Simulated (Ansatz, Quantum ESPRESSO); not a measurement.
# Ti (P6_3/mmc): electron–phonon coupling with Quantum ESPRESSO, part 2 of 4

Each step names its level of theory.

So far. Step 2 (Tight relaxation): The largest force is now zero by symmetry and the largest stress component 0.0049 GPa. Step 3 (Ground state with pw.x): With these potentials, mesh and smearing the cell is at 0.18 GPa. The relaxed cell has a = 2.938, c = 4.653 Å (conventional setting).

### 4. Phonons and couplings with ph.x: Fermi–Dirac smearing of 0.1 eV

Level of this step: DFT PBE, scalar-relativistic, plane waves, GBRV ultrasoft pseudopotentials (Quantum ESPRESSO).

ph.x gives each mode's frequency and linewidth; λ of a mode follows from Gaussian double-delta sums over the k mesh, here at four widths.

ph.in

```
phonons and couplings
&INPUTPH
  prefix          = 'x'
  outdir          = './tmp'
  tr2_ph          = 1.0d-15
  fildyn          = 'x.dyn'
  fildvscf        = 'dvscf'
  ldisp           = .true.
  nq1             = 3
  nq2             = 3
  nq3             = 2
  electron_phonon = 'simple'
  el_ph_ngauss    = 0
  el_ph_sigma     = 0.00734986
  el_ph_nsigma    = 4
  alpha_mix(1)    = 0.5
  amass(1)        = 47.867
/
```

Launch:

```console
OMP_NUM_THREADS=1 mpirun -n 4 ph.x -nk 4 -in ph.in > ph.x.log
```

The log of the run:

```text
[banner, memory and clock lines left out]
Program PHONON v.7.5

     ./tmp/x.save/

     IMPORTANT: XC functional enforced from input :
     Exchange-correlation= PBE
                           (   1   4   3   4   0   0   0)
     Any further DFT definition will be discarded
     Please, verify this is what you really want

     G-vector sticks info

     Check: negative core charge=   -0.000016

     negative rho (up, down):  1.559E-03 0.000E+00
     Reading collected, re-writing distributed wavefunctions in ./tmp/

     Dynamical matrices for ( 3, 3, 2)  uniform grid of q-points
     (   6 q-points):
       N         xq(1)         xq(2)         xq(3)
       1   0.000000000   0.000000000   0.000000000
       2   0.000000000   0.000000000  -0.315694136
       3   0.000000000   0.384900179   0.000000000
       4   0.000000000   0.384900179  -0.315694136
       5   0.333333333   0.577350269   0.000000000
       6   0.333333333   0.577350269  -0.315694136

     Number and degeneracy of irreps per q-point
       N         xq(1)         xq(2)         xq(3)   N irreps
       1   0.000000000   0.000000000   0.000000000       4
        1   2   1   2
       2   0.000000000   0.000000000  -0.315694136       2
        2   4
       3   0.000000000   0.384900179   0.000000000       6
     No degeneracy
       4   0.000000000   0.384900179  -0.315694136       6
     No degeneracy
       5   0.333333333   0.577350269   0.000000000       4
        1   1   2   2
       6   0.333333333   0.577350269  -0.315694136       3
        2   2   2

     Saving dvscf to file. Distribute only q points, not irreducible representations.

     Calculation of q =    0.0000000   0.0000000   0.0000000

     phonons and couplings

     bravais-lattice index     =            4
     lattice parameter (alat)  =       5.5512  a.u.
     unit-cell volume          =     234.6388 (a.u.)^3
     number of atoms/cell      =            2
     number of atomic types    =            1
     kinetic-energy cut-off    =      45.0000  Ry
     charge density cut-off    =     360.0000  Ry
     convergence threshold     =      1.0E-15
     beta                      =       0.5000
     number of iterations used =            4
     Exchange-correlation= PBE
                           (   1   4   3   4   0   0   0)

     celldm(1)=    5.55122  celldm(2)=    0.00000  celldm(3)=    1.58381
     celldm(4)=    0.00000  celldm(5)=    0.00000  celldm(6)=    0.00000

     crystal axes: (cart. coord. in units of alat)
               a(1) = (  1.0000  0.0000  0.0000 )
               a(2) = ( -0.5000  0.8660  0.0000 )
               a(3) = (  0.0000  0.0000  1.5838 )

     reciprocal axes: (cart. coord. in units 2 pi/alat)
               b(1) = (  1.0000  0.5774 -0.0000 )
               b(2) = (  0.0000  1.1547  0.0000 )
               b(3) = (  0.0000 -0.0000  0.6314 )

     Atoms inside the unit cell:

     Cartesian axes

     site n.  atom      mass           positions (alat units)
        1  Ti     47.8670   tau(    1) = (   -0.00000    0.57735    0.39595  )
        2  Ti     47.8670   tau(    2) = (    0.50000    0.28868    1.18786  )

     Computing dynamical matrix for
                    q = (   0.0000000   0.0000000   0.0000000 )

     25 Sym.Ops. (with q -> -q+G )

     G cutoff =  281.0088  (  27077 G-vectors)     FFT grid: ( 36, 36, 54)
     G cutoff =  140.5044  (   9535 G-vectors)  smooth grid: ( 24, 24, 40)

     number of k points=    76  Fermi-Dirac smearing, width (Ry)=  0.0073

     PseudoPot. # 1 for Ti read from file:
     ./pseudo/Ti.upf
     Pseudo is Ultrasoft + core correction, Zval = 12.0
     Using radial grid of  851 points,  6 beta functions with:
                l(1) =   0
                l(2) =   0
                l(3) =   1
                l(4) =   1
                l(5) =   2
                l(6) =   2
     Q(r) pseudized with  6 coefficients,  rinner =    1.000   1.000   1.000
                                                       1.000   1.000

     Mode symmetry, D_6h(6/mmm) point group:

     Atomic displacements:
     There are    4 irreducible representations

     Representation     1      1 modes -  To be done

     Representation     2      2 modes -  To be done

     Representation     3      1 modes -  To be done

     Representation     4      2 modes -  To be done

     Alpha used in Ewald sum =   2.8000

     negative rho (up, down):  1.559E-03 0.000E+00

     Representation #   1 mode #   1

     Self-consistent Calculation

     Pert. #  1: Fermi energy shift (Ry) =    -1.4456E-19     0.0000E+00

      thresh= 1.000E-02 alpha_mix =  0.500 |ddv_scf|^2 =  3.333E-04

     Pert. #  1: Fermi energy shift (Ry) =    -9.0350E-21     9.7958E-40

      thresh= 1.826E-03 alpha_mix =  0.500 |ddv_scf|^2 =  1.768E-04

     Pert. #  1: Fermi energy shift (Ry) =     3.6140E-20     0.0000E+00

      thresh= 1.329E-03 alpha_mix =  0.500 |ddv_scf|^2 =  6.413E-08

     Pert. #  1: Fermi energy shift (Ry) =    -3.6140E-20     0.0000E+00

      thresh= 2.532E-05 alpha_mix =  0.500 |ddv_scf|^2 =  2.257E-09

     Pert. #  1: Fermi energy shift (Ry) =    -3.6140E-20    -7.6530E-42

      thresh= 4.751E-06 alpha_mix =  0.500 |ddv_scf|^2 =  7.023E-11

     Pert. #  1: Fermi energy shift (Ry) =     0.0000E+00     0.0000E+00

      thresh= 8.380E-07 alpha_mix =  0.500 |ddv_scf|^2 =  1.447E-12

     Pert. #  1: Fermi energy shift (Ry) =     3.6140E-20     0.0000E+00

      thresh= 1.203E-07 alpha_mix =  0.500 |ddv_scf|^2 =  2.678E-15

     Pert. #  1: Fermi energy shift (Ry) =     0.0000E+00     0.0000E+00

      thresh= 5.175E-09 alpha_mix =  0.500 |ddv_scf|^2 =  6.687E-16

     End of self-consistent calculation

     Convergence has been achieved

     Representation #   2 modes #   2   3

     Self-consistent Calculation

     Pert. #  1: Fermi energy shift (Ry) =     4.4272E-19    -1.4349E-42
     Pert. #  2: Fermi energy shift (Ry) =    -3.1623E-19     0.0000E+00

      thresh= 1.000E-02 alpha_mix =  0.500 |ddv_scf|^2 =  3.331E-06

     Pert. #  1: Fermi energy shift (Ry) =     3.6140E-20    -4.7831E-42
     Pert. #  2: Fermi energy shift (Ry) =     5.4210E-20     5.2614E-42

      thresh= 1.825E-04 alpha_mix =  0.500 |ddv_scf|^2 =  6.737E-08

     Pert. #  1: Fermi energy shift (Ry) =    -8.1315E-19    -9.5662E-43
     Pert. #  2: Fermi energy shift (Ry) =     5.0596E-19     4.7831E-43

      thresh= 2.595E-05 alpha_mix =  0.500 |ddv_scf|^2 =  2.273E-09

     Pert. #  1: Fermi energy shift (Ry) =    -3.7947E-19     2.1524E-42
     Pert. #  2: Fermi energy shift (Ry) =     1.8974E-19    -2.3915E-43

      thresh= 4.768E-06 alpha_mix =  0.500 |ddv_scf|^2 =  2.655E-11

[...]
number of electrons       =        24.00
     number of Kohn-Sham states=           22
     kinetic-energy cutoff     =      45.0000  Ry
     charge density cutoff     =     360.0000  Ry
     Exchange-correlation= PBE
                           (   1   4   3   4   0   0   0)

     celldm(1)=   5.551222  celldm(2)=   0.000000  celldm(3)=   1.583811
     celldm(4)=   0.000000  celldm(5)=   0.000000  celldm(6)=   0.000000

     crystal axes: (cart. coord. in units of alat)
               a(1) = (   1.000000   0.000000   0.000000 )
               a(2) = (  -0.500000   0.866025   0.000000 )
               a(3) = (   0.000000   0.000000   1.583811 )

     reciprocal axes: (cart. coord. in units 2 pi/alat)
               b(1) = (  1.000000  0.577350 -0.000000 )
               b(2) = (  0.000000  1.154701  0.000000 )
               b(3) = (  0.000000 -0.000000  0.631388 )

     PseudoPot. # 1 for Ti read from file:
     ./pseudo/Ti.upf
     Pseudo is Ultrasoft + core correction, Zval = 12.0
     Using radial grid of  851 points,  6 beta functions with:
[...]
l(5) =   2
                l(6) =   2
     Q(r) pseudized with  6 coefficients,  rinner =    1.000   1.000   1.000
                                                       1.000   1.000

     atomic species   valence    mass     pseudopotential
     Ti               12.00    47.86700     Ti( 1.00)

     24 Sym. Ops., with inversion, found

   Cartesian axes

     site n.     atom                  positions (alat units)
         1        Ti     tau(   1) = (  -0.0000000   0.5773503   0.3959529  )
         2        Ti     tau(   2) = (   0.5000000   0.2886751   1.1878586  )

     number of k points=   248  Fermi-Dirac smearing, width (Ry)=  0.0073

     Number of k-points >= 100: set verbosity='high' to print them.

     Dense  grid:    27077 G-vectors     FFT dimensions: (  36,  36,  54)

     Smooth grid:     9535 G-vectors     FFT dimensions: (  24,  24,  40)

     Check: negative core charge=   -0.000016

     The potential is recalculated from file :
     ./tmp/_ph0/x.q_6/x.save/charge-density

     negative rho (up, down):  1.559E-03 0.000E+00
     Starting wfcs are   20 atomic +    2 random wfcs

     Band Structure Calculation
     Davidson diagonalization with overlap

     ethr =  4.17E-11,  avg # of iterations = 12.8

     End of band structure calculation

     Number of k-points >= 100: set verbosity='high' to print the bands.

     the Fermi energy is    13.3729 ev

     Writing config to output data dir ./tmp/_ph0/x.q_6/x.save/ :
     XML data file

     phonons and couplings

     bravais-lattice index     =            4
     lattice parameter (alat)  =       5.5512  a.u.
     unit-cell volume          =     234.6388 (a.u.)^3
     number of atoms/cell      =            2
     number of atomic types    =            1
     kinetic-energy cut-off    =      45.0000  Ry
     charge density cut-off    =     360.0000  Ry
     convergence threshold     =      1.0E-15
     beta                      =       0.5000
     number of iterations used =            4
     Exchange-correlation= PBE
                           (   1   4   3   4   0   0   0)

     celldm(1)=    5.55122  celldm(2)=    0.00000  celldm(3)=    1.58381
     celldm(4)=    0.00000  celldm(5)=    0.00000  celldm(6)=    0.00000

     crystal axes: (cart. coord. in units of alat)
               a(1) = (  1.0000  0.0000  0.0000 )
               a(2) = ( -0.5000  0.8660  0.0000 )
               a(3) = (  0.0000  0.0000  1.5838 )

     reciprocal axes: (cart. coord. in units 2 pi/alat)
               b(1) = (  1.0000  0.5774 -0.0000 )
               b(2) = (  0.0000  1.1547  0.0000 )
               b(3) = (  0.0000 -0.0000  0.6314 )

     Atoms inside the unit cell:

     Cartesian axes

     site n.  atom      mass           positions (alat units)
        1  Ti     47.8670   tau(    1) = (   -0.00000    0.57735    0.39595  )
        2  Ti     47.8670   tau(    2) = (    0.50000    0.28868    1.18786  )

     Computing dynamical matrix for
                    q = (   0.3333333   0.5773503  -0.3156941 )

     12 Sym.Ops. (no q -> -q+G )

     G cutoff =  281.0088  (  27077 G-vectors)     FFT grid: ( 36, 36, 54)
     G cutoff =  140.5044  (   9535 G-vectors)  smooth grid: ( 24, 24, 40)

     number of k points=   248  Fermi-Dirac smearing, width (Ry)=  0.0073

     PseudoPot. # 1 for Ti read from file:
     ./pseudo/Ti.upf
     Pseudo is Ultrasoft + core correction, Zval = 12.0
     Using radial grid of  851 points,  6 beta functions with:
                l(1) =   0
                l(2) =   0
                l(3) =   1
                l(4) =   1
                l(5) =   2
                l(6) =   2
     Q(r) pseudized with  6 coefficients,  rinner =    1.000   1.000   1.000
                                                       1.000   1.000

     Atomic displacements:
     There are    3 irreducible representations

     Representation     1      2 modes -  To be done

     Representation     2      2 modes -  To be done

     Representation     3      2 modes -  To be done

     Alpha used in Ewald sum =   2.8000

     negative rho (up, down):  1.559E-03 0.000E+00

     Representation #   1 modes #   1   2

     Self-consistent Calculation

[...]
End of self-consistent calculation

     Convergence has been achieved

     Representation #   2 modes #   3   4

     Self-consistent Calculation

[...]
End of self-consistent calculation

     Convergence has been achieved

     Representation #   3 modes #   5   6

     Self-consistent Calculation

      thresh= 1.000E-02 alpha_mix =  0.500 |ddv_scf|^2 =  2.412E-05

      thresh= 4.911E-04 alpha_mix =  0.500 |ddv_scf|^2 =  4.685E-06

      thresh= 2.165E-04 alpha_mix =  0.500 |ddv_scf|^2 =  1.187E-08

      thresh= 1.089E-05 alpha_mix =  0.500 |ddv_scf|^2 =  6.680E-10

      thresh= 2.585E-06 alpha_mix =  0.500 |ddv_scf|^2 =  7.678E-12

      thresh= 2.771E-07 alpha_mix =  0.500 |ddv_scf|^2 =  4.924E-13

      thresh= 7.017E-08 alpha_mix =  0.500 |ddv_scf|^2 =  3.021E-14

      thresh= 1.738E-08 alpha_mix =  0.500 |ddv_scf|^2 =  6.881E-16

     End of self-consistent calculation

     Convergence has been achieved

     Number of q in the star =    2
     List of q in the star:
          1   0.333333333   0.577350269  -0.315694136
          2  -0.333333333  -0.577350269   0.315694136

     Diagonalizing the dynamical matrix

     q = (    0.333333333   0.577350269  -0.315694136 )

 **************************************************************************
     freq (    1) =       2.082504 [THz] =      69.464847 [cm-1]
     freq (    2) =       2.082504 [THz] =      69.464847 [cm-1]
     freq (    3) =       7.344518 [THz] =     244.986756 [cm-1]
     freq (    4) =       7.344518 [THz] =     244.986756 [cm-1]
     freq (    5) =       7.641345 [THz] =     254.887820 [cm-1]
     freq (    6) =       7.641345 [THz] =     254.887820 [cm-1]
 **************************************************************************

     Gaussian Broadening:   0.007 Ry, ngauss=   0
     DOS = 14.339619 states/spin/Ry/Unit Cell at Ef= 13.417553 eV
     double delta at Ef =844.256194
[...]
Gaussian Broadening:   0.015 Ry, ngauss=   0
     DOS = 15.041716 states/spin/Ry/Unit Cell at Ef= 13.385422 eV
     double delta at Ef =682.495467
[...]
Gaussian Broadening:   0.022 Ry, ngauss=   0
     DOS = 15.828061 states/spin/Ry/Unit Cell at Ef= 13.358955 eV
     double delta at Ef =600.933144
[...]
lambda(    5)=  0.0680   gamma=   60.00 GHz
     lambda(    6)=  0.0680   gamma=   60.00 GHz

     Gaussian Broadening:   0.029 Ry, ngauss=   0
     DOS = 17.098098 states/spin/Ry/Unit Cell at Ef= 13.338081 eV
     double delta at Ef =609.206891
     lambda(    1)=  1.0454   gamma=   74.03 GHz
     lambda(    2)=  1.0454   gamma=   74.03 GHz
     lambda(    3)=  0.0387   gamma=   34.07 GHz
     lambda(    4)=  0.0387   gamma=   34.07 GHz
     lambda(    5)=  0.0695   gamma=   66.26 GHz
     lambda(    6)=  0.0695   gamma=   66.26 GHz
```

Run time: 30 min. Hardware: 4 MPI ranks of Arm Neoverse V1, shared host; 2 h of CPU time.

Numbers from this step:

```yaml
highest_frequency_solved_or_plainly_interpolated: 275.8 cm⁻¹
omega_log_against_width: 13.49, 13.74, 14.65, 15.27 meV, at widths 0.1 to 0.4 eV
```

As ph.x prints them, no sum rule imposed; at the zone centre the sum is no linewidth. Double-delta sums:

```tsv
q1	q2	q3	star	mode	omega (meV)	lambda_q, sigma 0.1 eV	lambda_q, sigma 0.2 eV	lambda_q, sigma 0.3 eV	lambda_q, sigma 0.4 eV	half width at sigma 0.2 (meV)
0	0	0	1	1	0.8403	0	0	0	0	8.27e-5
0	0	0	1	2	0.8403	0	0	0	0	8.27e-5
0	0	0	1	3	0.9117	0	0	0	0	8.27e-5
0	0	0	1	4	15.24	0.5723	0.3779	0.2687	0.2238	0.3048
0	0	0	1	5	15.24	0.5723	0.3779	0.2687	0.2238	0.3048
0	0	0	1	6	23.59	0.7008	0.4099	0.3002	0.2731	0.7924
0	0	0.5	1	1	11.22	0.0705	0.1384	0.138	0.1359	0.06059
0	0	0.5	1	2	11.22	0.0705	0.1384	0.138	0.1359	0.06059
0	0	0.5	1	3	11.22	0.0705	0.1384	0.138	0.1359	0.06059
0	0	0.5	1	4	11.22	0.0705	0.1384	0.138	0.1359	0.06059
0	0	0.5	1	5	23.24	0.024	0.0866	0.1005	0.0951	0.1624
0	0	0.5	1	6	23.24	0.024	0.0866	0.1005	0.0951	0.1624
0	0.3333	0	6	1	10.66	0.2873	0.2472	0.2382	0.2575	0.09752
0	0.3333	0	6	2	13	0.0999	0.1301	0.1554	0.1795	0.07639
0	0.3333	0	6	3	24.9	0.208	0.1294	0.121	0.1177	0.2787
0	0.3333	0	6	4	25.27	0.0411	0.0771	0.1099	0.135	0.1709
0	0.3333	0	6	5	26.09	0.0136	0.0222	0.027	0.0338	0.05252
0	0.3333	0	6	6	29.12	0.0349	0.0466	0.0578	0.0718	0.1371
0	0.3333	0.5	6	1	19.76	0.0089	0.0199	0.037	0.0543	0.02696
0	0.3333	0.5	6	2	19.76	0.0089	0.0199	0.037	0.0543	0.02696
0	0.3333	0.5	6	3	19.87	0.0588	0.067	0.0833	0.0947	0.09198
0	0.3333	0.5	6	4	19.87	0.0588	0.067	0.0833	0.0947	0.09198
0	0.3333	0.5	6	5	30.35	0.0321	0.0499	0.0687	0.0792	0.1596
0	0.3333	0.5	6	6	30.35	0.0321	0.0499	0.0687	0.0792	0.1596
0.3333	0.3333	0	2	1	21.2	0.1114	0.1534	0.1628	0.1595	0.2396
0.3333	0.3333	0	2	2	21.2	0.1114	0.1534	0.1628	0.1595	0.2396
0.3333	0.3333	0	2	3	23.55	0.3765	0.2563	0.2001	0.1773	0.4939
0.3333	0.3333	0	2	4	23.55	0.3765	0.2563	0.2001	0.1773	0.4939
0.3333	0.3333	0	2	5	27.03	0.0288	0.0502	0.0518	0.0553	0.1273
0.3333	0.3333	0	2	6	34.2	0.044	0.0387	0.0374	0.039	0.157
0.3333	0.3333	0.5	2	1	8.613	1.577	1.48	1.2	1.045	0.3814
0.3333	0.3333	0.5	2	2	8.613	1.577	1.48	1.2	1.045	0.3814
0.3333	0.3333	0.5	2	3	30.37	0.0344	0.0343	0.0347	0.0387	0.1098
0.3333	0.3333	0.5	2	4	30.37	0.0344	0.0343	0.0347	0.0387	0.1098
0.3333	0.3333	0.5	2	5	31.6	0.0746	0.0728	0.068	0.0695	0.2526
0.3333	0.3333	0.5	2	6	31.6	0.0746	0.0728	0.068	0.0695	0.2526
```

Mean over the q mesh without its centre; few wavevectors enter, so none of the widths can be taken as converged. Table of coupling constant λ, lambda by Gaussian width:

```tsv
Gaussian width (eV)	coupling constant λ, lambda
0.100	0.852
0.200	0.85
0.300	0.831
0.400	0.847
```

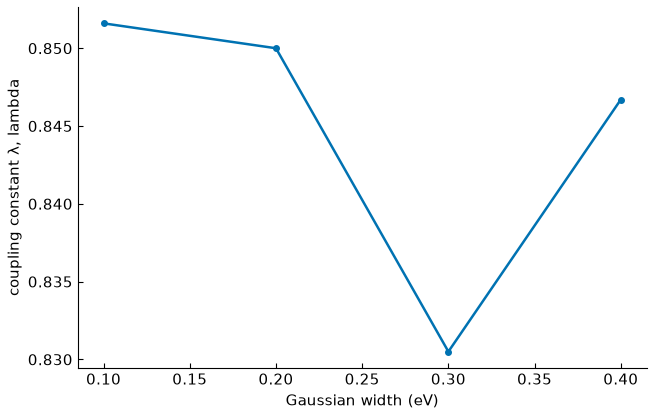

Coupling constant λ, lambda, plotted against Gaussian width.

λ runs from 0.852 at 0.1 eV to 0.847 at 0.4 eV.

(Continued in part 3 of 4.)

[Logs are printed without paths, hosts, clocks, repeated set-up lines and the standing remarks that a program may print on its own settings, such as how far it seeks lower states.]

[Hosts, paths, dates, database ids (printed as entryN), source tags and the programs' standing remarks are cut or masked in the printed files.]
